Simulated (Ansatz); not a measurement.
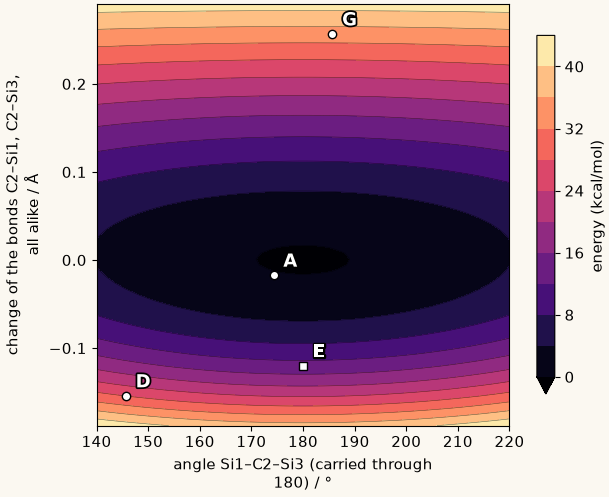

CH₃Si₂, SMILES [Si-]#C[SiH3], charge −1. 
- The first coordinate is: angle Si1–C2–Si3 (carried through 180); the second: change of the bonds C2–Si1, C2–Si3, all alike.
- Nothing is relaxed (all other coordinates rigid).
- The grid has 15 × 15 points.
- Points are written as (first, second).
- Energies: kcal/mol, counted from the lowest grid point.
- These are results of Ansatz 0.2.0, RKS PBE0-D4/def2-TZVPD, not measurements.

The picture shows filled contours, lettered points. Between grid points the surface is interpolated.

What kind of point is each of D, E, G: minimum, saddle, maximum or slope?

Answer. D: on a slope; E: on a slope; G: on a slope. (In these two coordinates alone; a stationary point may lie a little off the grid point.)

Rank the lettered points by energy, lowest first.

Answer. A (0.10 kcal/mol), E (13.4 kcal/mol), D (27.8 kcal/mol), G (34.2 kcal/mol).
